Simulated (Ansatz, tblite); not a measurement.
# B2H6: removing and adding an electron

Aim: the energy of removing and adding an electron for B2H6, by energy differences, and how well orbital energies stand in for it.

Method: as each input shows; program: Ansatz 0.2.0, Gaussian basis.

Plan: charge +1 doublet, at the geometry of the singlet (PBE0-D4/def2-TZVP, PBE-D4/def2-TZVP, r2SCAN-D4/def2-TZVP, CCSD(T)/def2-TZVPP); charge -1 doublet, at the geometry of the singlet (PBE0-D4/def2-TZVPD, PBE-D4/def2-TZVPD, r2SCAN-D4/def2-TZVPD, CCSD(T)/def2-TZVPD); the starting singlet's energies come from earlier runs.

## (1) The structure

The singlet was relaxed beforehand with PBE-D4/def2-TZVP.

8 atoms, charge 0, spin multiplicity 1.

Atoms are counted from 1 here; the program's logs count them from 0.

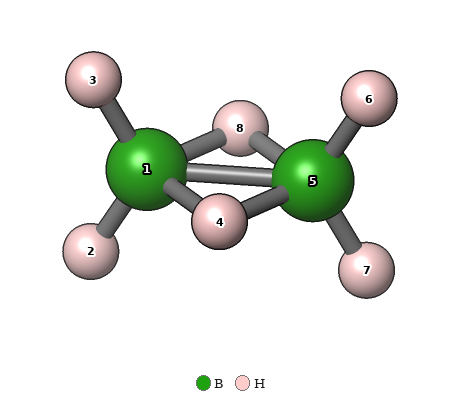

The structure; boron green, hydrogen pink; atoms are numbered from 1 in the order of the file.

## (2) Charge +1 doublet at the fixed geometry, PBE0-D4/def2-TZVP

File in.yaml:

```yaml
crystal:
  periodic: [false, false, false]
  atoms:
    - {symbol: B, position_ang: [0.496898, -0.633407, 0.350706]}
    - {symbol: H, position_ang: [1.339499, -1.152615, -0.322534]}
    - {symbol: H, position_ang: [0.313190, -0.954749, 1.489032]}
    - {symbol: H, position_ang: [0.653675, 0.676684, 0.296367]}
    - {symbol: B, position_ang: [-0.496881, 0.633438, -0.350664]}
    - {symbol: H, position_ang: [-1.339519, 1.152598, 0.322563]}
    - {symbol: H, position_ang: [-0.313221, 0.954747, -1.489013]}
    - {symbol: H, position_ang: [-0.653642, -0.676696, -0.296458]}
basis:
  gaussian: {orbitals: def2-TZVP}
total_charge: 1
magnetization: {spin_polarized: true, initial_magnetization: 1}
hamiltonian: {xc: pbe0, dispersion: d4}
output: {orbitals: {seedname: orbitals}}
```

Run with:

```sh
$ ansatz run in.yaml --threads 4 --pin off --events-out ev --progress --plain --max-ram 3916MiB
```

Log:

```text
Functional definition: PBE0
  name "PBE0"
  cite "Adamo & Barone, J. Chem. Phys. 110, 6158 (1999) doi:10.1063/1.478522"
  cite "Perdew, Burke & Ernzerhof, Phys. Rev. Lett. 77, 3865 (1996) doi:10.1103/PhysRevLett.77.3865"
  parent pbe
  parameter a = 0.25
  parameter kappa = 0.804
  parameter beta = 0.06672455060314922
  exchange = (1 - a)*pbe_x(kappa = kappa, mu = beta*pi^2/3) + a*exact_x
  correlation = pbe_c(beta = beta)
602 factors; their error is unknown
mean field evaluation 1: about -1432.7959 eV, gradient 2.4e1 eV
mean field evaluation 2: about -1434.7312 eV, gradient 1.6e1 eV
mean field evaluation 4: about -1436.2260 eV, gradient 1.4e-1 eV
mean field evaluation 8: about -1436.2226 eV, gradient 1.5e-2 eV
mean field -1436.22260105 eV, -52.7802070819 hartree, gradient 3.8e-5 eV, S^2 0.757160; 0 other end points of the search recorded, 0 dependent functions left out
reference -1436.22263181 eV, -52.7802082123 hartree; 8, 7 occupied and 90, 91 virtual orbitals, 602 factors
Total energy: -1436.26835854 eV, -52.7818886385 hartree
```

Run time: 0.8 s. Hardware: 4 threads of Arm Neoverse V1, shared host.

HOMO -17.33 eV, LUMO -14.19 eV (over both spins); ⟨S²⟩ 0.757 (pure: 0.75).

## (3) Charge +1 doublet at the fixed geometry, PBE-D4/def2-TZVP

start.molden holds the orbitals of an earlier run on this state, given as this run's starting guess.

Edit in.yaml of step 2 so:

```diff
@@ -12,6 +12,7 @@
 basis:
-  gaussian: {orbitals: def2-TZVP}
+  gaussian: {orbitals: def2-TZVP, initial_orbitals: start.molden}
 total_charge: 1
 magnetization: {spin_polarized: true, initial_magnetization: 1}
-hamiltonian: {xc: pbe0, dispersion: d4}
+hamiltonian: {xc: pbe, dispersion: d4}
+scf: {omitted_lower_state_checks: [starts]}
 output: {orbitals: {seedname: orbitals}}
```

Launched as before.

Log:

```text
Functional definition: PBE
  name "PBE"
  cite "Perdew, Burke & Ernzerhof, Phys. Rev. Lett. 77, 3865 (1996) doi:10.1103/PhysRevLett.77.3865"
  parent pbe
  parameter kappa = 0.804
  parameter beta = 0.06672455060314922
  exchange = pbe_x(kappa = kappa, mu = beta*pi^2/3)
  correlation = pbe_c(beta = beta)
these checks for a lower state are left out or cut short: starts
602 factors; their error is unknown
mean field evaluation 1: about -1435.9700 eV, gradient 3.3e0 eV
mean field evaluation 2: about -1436.0059 eV, gradient 3.4e-2 eV
mean field evaluation 4: about -1435.9944 eV, gradient 7.0e-5 eV
mean field -1435.99436243 eV, -52.7718194673 hartree, gradient 6.7e-6 eV, S^2 0.752939; 0 other end points of the search recorded, 0 dependent functions left out
reference -1435.99440340 eV, -52.7718209730 hartree; 8, 7 occupied and 90, 91 virtual orbitals, 602 factors
Total energy: -1436.05032547 eV, -52.7738760711 hartree
Checks for a lower state left out: starts
```

Wall time 0.76 s (4 threads of Arm Neoverse V1, shared host).

Report: HOMO -15.84 eV, LUMO -14.80 eV (over both spins); ⟨S²⟩ 0.753 (pure: 0.75).

## (4) Charge +1 doublet at the fixed geometry, r2SCAN-D4/def2-TZVP

Edit in.yaml of step 3 so:

```diff
@@ -15,3 +15,3 @@
 magnetization: {spin_polarized: true, initial_magnetization: 1}
-hamiltonian: {xc: pbe, dispersion: d4}
+hamiltonian: {xc: r2scan, dispersion: d4}
 scf: {omitted_lower_state_checks: [starts]}
```

Launched as before.

Log:

```text
Functional definition: r2SCAN
  name "r2SCAN"
  cite "Furness, Kaplan, Ning, Perdew & Sun, J. Phys. Chem. Lett. 11, 8208 (2020) doi:10.1021/acs.jpclett.0c02405"
  cite "Furness, Kaplan, Ning, Perdew & Sun, J. Phys. Chem. Lett. 11, 9248 (2020) doi:10.1021/acs.jpclett.0c03077"
  parent r2scan
  parameter k0 = 0.174
  parameter k1 = 0.065
  parameter a1 = 4.9479
  exchange = r2scan_x(k0 = k0, k1 = k1, a1 = a1)
  correlation = r2scan_c
these checks for a lower state are left out or cut short: starts
602 factors; their error is unknown
mean field evaluation 1: about -1437.5057 eV, gradient 2.2e0 eV
mean field evaluation 2: about -1437.5223 eV, gradient 1.4e-2 eV
mean field evaluation 4: about -1437.5131 eV, gradient 6.3e-5 eV
mean field -1437.51309088 eV, -52.8276317085 hartree, gradient 8.0e-6 eV, S^2 0.757179; 0 other end points of the search recorded, 0 dependent functions left out
reference -1437.51310576 eV, -52.8276322553 hartree; 8, 7 occupied and 90, 91 virtual orbitals, 602 factors
Total energy: -1437.52605506 eV, -52.8281081334 hartree
Checks for a lower state left out: starts
```

Run time: 1.5 s. Hardware: 4 threads of Arm Neoverse V1, shared host.

HOMO -16.34 eV, LUMO -14.81 eV (over both spins); ⟨S²⟩ 0.757 (pure: 0.75).

## (5) Charge +1 doublet at the fixed geometry, CCSD(T)/def2-TZVPP

Edit in.yaml of step 4 so:

```diff
@@ -12,7 +12,7 @@
 basis:
-  gaussian: {orbitals: def2-TZVP, initial_orbitals: start.molden}
+  gaussian: {orbitals: def2-TZVPP, initial_orbitals: start.molden}
 total_charge: 1
 magnetization: {spin_polarized: true, initial_magnetization: 1}
-hamiltonian: {xc: r2scan, dispersion: d4}
-scf: {omitted_lower_state_checks: [starts]}
+correlation: {method: ccsd_t}
+scf: {omitted_lower_state_checks: [starts, cluster_reference]}
 output: {orbitals: {seedname: orbitals}}
```

Same command.

Log, cut to the lines that bear on the results:

```text
Functional definition: HF
  name "HF"
  cite "Fock, Z. Phys. 61, 126 (1930) doi:10.1007/BF01340294"
  parent pbe
[...]
820 factors; integrals over basis functions are off by at most 1.0e-3 eV
[...]
mean field -1425.83439214 eV, -52.3984474458 hartree, gradient 2.2e-6 eV, S^2 0.783134; 0 other end points of the search recorded, 0 dependent functions left out
2 core orbitals not correlated: weight in the atoms' cores, before any rotation towards them, 1.000 or more for the frozen orbitals, at most 0.000 for the correlated occupied ones
reference -1425.83439214 eV, -52.3984474458 hartree; 6, 5 occupied and 138, 139 virtual orbitals, 820 factors
second order -6.52303436 eV of doubles, -0.00000000 eV of singles
cycle   1  -7.20345138 eV  change   -6.8e-1 eV  update   9.5e-2
[...]
cycle  12  -7.74202056 eV  change   -6.4e-6 eV  update   6.0e-6
perturbative correction -0.35249118 eV, -0.0129538119 hartree
Total energy: -1433.92890388 eV, -52.6959152655 hartree
Checks for a lower state left out: starts, cluster_reference
```

Run time: 15 s. Hardware: 4 threads of Arm Neoverse V1, shared host; peak memory 2 GiB.

Hartree-Fock HOMO -19.52 eV, LUMO -10.75 eV (over both spins); ⟨S²⟩ 0.783 (pure: 0.75); T1 0.083. Doubts: large T1 diagnostic.

## (6) Vertical ionisation energy

Charged state less starting state, singlet to doublet; the starting state's energies are those of its earlier runs.

| level | vertical ionisation energy (eV) | time |
| --- | --- | --- |
| HF/def2-TZVPP† | +11.90 |  |
| PBE-D4/def2-TZVP | +11.31 | 1.2 s |
| r2SCAN-D4/def2-TZVP | +11.47 | 2.4 s |
| PBE0-D4/def2-TZVP | +11.71 | 1.4 s |
| MP2/def2-TZVPP† | +12.51 |  |
| CCSD/def2-TZVPP† | +12.30 |  |
| CCSD(T)/def2-TZVPP† | +12.20 | 19 s |

Times add the two runs; a level without a time comes out of a correlated run. † marks a level with a doubtful state (flagged, unstable, out of aufbau order, or strongly spin-contaminated); such levels are left out of the summary. CCSD(T)/def2-TZVPP is no safe reference here (large T1 diagnostic).

Beside −ε(HOMO) of the starting state:

| level | −ε(HOMO) (eV) | by difference (eV) | mismatch (eV) |
| --- | --- | --- | --- |
| PBE-D4/def2-TZVP | 7.81 | 11.31 | -3.50 |
| r2SCAN-D4/def2-TZVP | 8.13 | 11.47 | -3.34 |
| PBE0-D4/def2-TZVP | 9.21 | 11.71 | -2.50 |

## (7) Charge -1 doublet at the fixed geometry, PBE0-D4/def2-TZVPD

Edit in.yaml of step 5 so:

```diff
@@ -12,7 +12,6 @@
 basis:
-  gaussian: {orbitals: def2-TZVPP, initial_orbitals: start.molden}
-total_charge: 1
+  gaussian: {orbitals: def2-TZVPD}
+total_charge: -1
 magnetization: {spin_polarized: true, initial_magnetization: 1}
-correlation: {method: ccsd_t}
-scf: {omitted_lower_state_checks: [starts, cluster_reference]}
+hamiltonian: {xc: pbe0, dispersion: d4}
 output: {orbitals: {seedname: orbitals}}
```

Launched as before.

Log, cut to the lines that bear on the results:

```text
Functional definition: PBE0
  name "PBE0"
  cite "Adamo & Barone, J. Chem. Phys. 110, 6158 (1999) doi:10.1063/1.478522"
  cite "Perdew, Burke & Ernzerhof, Phys. Rev. Lett. 77, 3865 (1996) doi:10.1103/PhysRevLett.77.3865"
  parent pbe
[...]
636 factors; their error is unknown
[...]
mean field -1447.09652890 eV, -53.1798165599 hartree, gradient 4.2e-6 eV, S^2 0.750643; 6 other end points of the search recorded, 0 dependent functions left out
reference -1447.09655847 eV, -53.1798176466 hartree; 9, 8 occupied and 119, 120 virtual orbitals, 636 factors
Total energy: -1447.18381052 eV, -53.1830241000 hartree
```

Wall time 13 s (4 threads of Arm Neoverse V1, shared host).

From the report: HOMO 1.88 eV, LUMO 2.96 eV (over both spins); ⟨S²⟩ 0.751 (pure: 0.75). Doubts: highest occupied level lies above zero.

## (8) Charge -1 doublet at the fixed geometry, PBE-D4/def2-TZVPD

Edit in.yaml of step 7 so:

```diff
@@ -12,6 +12,7 @@
 basis:
-  gaussian: {orbitals: def2-TZVPD}
+  gaussian: {orbitals: def2-TZVPD, initial_orbitals: start.molden}
 total_charge: -1
 magnetization: {spin_polarized: true, initial_magnetization: 1}
-hamiltonian: {xc: pbe0, dispersion: d4}
+hamiltonian: {xc: pbe, dispersion: d4}
+scf: {omitted_lower_state_checks: [starts]}
 output: {orbitals: {seedname: orbitals}}
```

Launched as before.

Log:

```text
Functional definition: PBE
  name "PBE"
  cite "Perdew, Burke & Ernzerhof, Phys. Rev. Lett. 77, 3865 (1996) doi:10.1103/PhysRevLett.77.3865"
  parent pbe
  parameter kappa = 0.804
  parameter beta = 0.06672455060314922
  exchange = pbe_x(kappa = kappa, mu = beta*pi^2/3)
  correlation = pbe_c(beta = beta)
these checks for a lower state are left out or cut short: starts
636 factors; their error is unknown
mean field evaluation 1: about -1446.5905 eV, gradient 3.3e0 eV
mean field evaluation 2: about -1446.6321 eV, gradient 7.5e-2 eV
mean field evaluation 4: about -1446.6069 eV, gradient 6.1e-2 eV
mean field evaluation 8: about -1446.6063 eV, gradient 4.5e-5 eV
mean field -1446.60630212 eV, -53.1618010580 hartree, gradient 8.2e-6 eV, S^2 0.750923; 0 other end points of the search recorded, 0 dependent functions left out
reference -1446.60634244 eV, -53.1618025397 hartree; 9, 8 occupied and 119, 120 virtual orbitals, 636 factors
Total energy: -1446.71292733 eV, -53.1657194622 hartree
Checks for a lower state left out: starts
```

It took 3 s on 4 threads of Arm Neoverse V1, shared host.

Report: HOMO 2.39 eV, LUMO 2.54 eV (over both spins); ⟨S²⟩ 0.751 (pure: 0.75). Doubts: highest occupied level lies above zero.

## (9) Charge -1 doublet at the fixed geometry, r2SCAN-D4/def2-TZVPD

Edit in.yaml of step 8 so:

```diff
@@ -15,3 +15,3 @@
 magnetization: {spin_polarized: true, initial_magnetization: 1}
-hamiltonian: {xc: pbe, dispersion: d4}
+hamiltonian: {xc: r2scan, dispersion: d4}
 scf: {omitted_lower_state_checks: [starts]}
```

Same command.

Log:

```text
Functional definition: r2SCAN
  name "r2SCAN"
  cite "Furness, Kaplan, Ning, Perdew & Sun, J. Phys. Chem. Lett. 11, 8208 (2020) doi:10.1021/acs.jpclett.0c02405"
  cite "Furness, Kaplan, Ning, Perdew & Sun, J. Phys. Chem. Lett. 11, 9248 (2020) doi:10.1021/acs.jpclett.0c03077"
  parent r2scan
  parameter k0 = 0.174
  parameter k1 = 0.065
  parameter a1 = 4.9479
  exchange = r2scan_x(k0 = k0, k1 = k1, a1 = a1)
  correlation = r2scan_c
these checks for a lower state are left out or cut short: starts
636 factors; their error is unknown
mean field evaluation 1: about -1448.1690 eV, gradient 2.3e0 eV
mean field evaluation 2: about -1448.2124 eV, gradient 4.0e-1 eV
mean field evaluation 4: about -1448.2022 eV, gradient 2.2e-1 eV
mean field evaluation 8: about -1448.2042 eV, gradient 7.2e-4 eV
mean field -1448.20420670 eV, -53.2205229681 hartree, gradient 1.3e-5 eV, S^2 0.755056; 0 other end points of the search recorded, 0 dependent functions left out
reference -1448.20423353 eV, -53.2205239542 hartree; 9, 8 occupied and 119, 120 virtual orbitals, 636 factors
Total energy: -1448.22936390 eV, -53.2214474781 hartree
Checks for a lower state left out: starts
```

Run time: 7 s. Hardware: 4 threads of Arm Neoverse V1, shared host.

From the report: HOMO 2.65 eV, LUMO 3.05 eV (over both spins); ⟨S²⟩ 0.755 (pure: 0.75). Doubts: highest occupied level lies above zero.

## (10) Charge -1 doublet at the fixed geometry, CCSD(T)/def2-TZVPD

Edit in.yaml of step 9 so:

```diff
@@ -15,4 +15,4 @@
 magnetization: {spin_polarized: true, initial_magnetization: 1}
-hamiltonian: {xc: r2scan, dispersion: d4}
-scf: {omitted_lower_state_checks: [starts]}
+correlation: {method: ccsd_t}
+scf: {omitted_lower_state_checks: [starts, cluster_reference]}
 output: {orbitals: {seedname: orbitals}}
```

Same command.

Log, cut to the lines that bear on the results:

```text
Functional definition: HF
  name "HF"
  cite "Fock, Z. Phys. 61, 126 (1930) doi:10.1007/BF01340294"
  parent pbe
[...]
912 factors; integrals over basis functions are off by at most 8.5e-4 eV
[...]
a density is far from that of the atoms, so the factors are made again for it
914 factors; integrals over basis functions are off by at most 8.5e-4 eV
[...]
mean field -1436.46213868 eV, -52.7890099274 hartree, gradient 2.2e-6 eV, S^2 0.750241; 1 other end points of the search recorded, 0 dependent functions left out
2 core orbitals not correlated: weight in the atoms' cores, before any rotation towards them, 1.000 or more for the frozen orbitals, at most 0.000 for the correlated occupied ones
reference -1436.46213868 eV, -52.7890099274 hartree; 7, 6 occupied and 119, 120 virtual orbitals, 914 factors
second order -6.97690328 eV of doubles, -0.00000000 eV of singles
cycle   1  -7.77940685 eV  change   -8.0e-1 eV  update   7.3e-2
[...]
cycle  12  -8.08195250 eV  change    9.8e-7 eV  update   1.6e-5
perturbative correction -0.26757365 eV, -0.0098331504 hartree
Total energy: -1444.81166483 eV, -53.0958493541 hartree
Checks for a lower state left out: starts, cluster_reference
```

It took 13 s on 4 threads of Arm Neoverse V1, shared host; peak memory 1.4 GiB.

Report: Hartree-Fock HOMO 1.23 eV, LUMO 4.01 eV (over both spins); ⟨S²⟩ 0.750 (pure: 0.75); T1 0.018. Doubts: highest occupied level lies above zero.

## (11) Vertical electron affinity

Starting state less charged state (positive: the electron is bound), singlet to doublet; the starting state's energies are those of its earlier runs.

| method | vertical electron affinity (eV) | from CCSD(T)/def2-TZVPD (eV) | time |
| --- | --- | --- | --- |
| HF/def2-TZVPD | -1.24 | -0.24 |  |
| PBE-D4/def2-TZVPD | -0.65 | +0.35 | 3.7 s |
| r2SCAN-D4/def2-TZVPD | -0.77 | +0.23 | 8.4 s |
| PBE0-D4/def2-TZVPD | -0.80 | +0.20 | 14 s |
| MP2/def2-TZVPD | -1.05 | -0.05 |  |
| CCSD/def2-TZVPD | -1.03 | -0.03 |  |
| CCSD(T)/def2-TZVPD | -1.00 | 0 | 16 s |

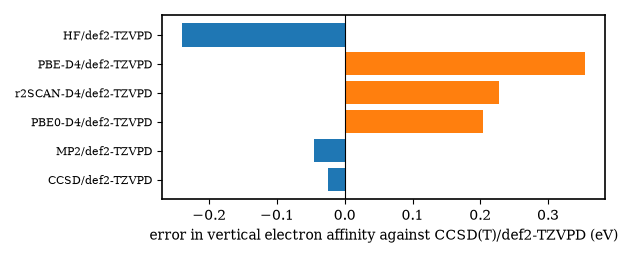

Deviations from CCSD(T)/def2-TZVPD, method by method.

Times add the two runs; a level without a time comes out of a correlated run.

Beside −ε(LUMO) of the starting state:

| level | −ε(LUMO) (eV) | by difference (eV) | mismatch (eV) |
| --- | --- | --- | --- |
| PBE-D4/def2-TZVPD | 2.00 | -0.65 | +2.65 |
| r2SCAN-D4/def2-TZVPD | 1.63 | -0.77 | +2.41 |
| PBE0-D4/def2-TZVPD | 0.98 | -0.80 | +1.78 |

## (12) What came out

```
                                             quantity                                 value
 vertical ionisation energy, functionals in def2-TZVP  11.31 (PBE-D4) to 11.71 eV (PBE0-D4)
vertical electron affinity, functionals in def2-TZVPD  -0.80 (PBE0-D4) to -0.65 eV (PBE-D4)
       vertical electron affinity, CCSD(T)/def2-TZVPD                              -1.00 eV
```

The vertical ionisation energy spans 11.31 to 11.71 eV over the functionals. −ε(HOMO) misses the level's own difference by -2.50 eV at best (PBE0-D4) and -3.50 eV at worst (PBE-D4). The vertical electron affinity spans -0.80 to -0.65 eV over the functionals, beside -1.00 eV from CCSD(T)/def2-TZVPD. A negative affinity means an unbound electron, held by the basis alone. −ε(LUMO) misses the level's own difference by +1.78 eV at best (PBE0-D4) and +2.65 eV at worst (PBE-D4). CCSD(T)/def2-TZVPD isn't at the basis-set limit; small misses against it rank nothing.
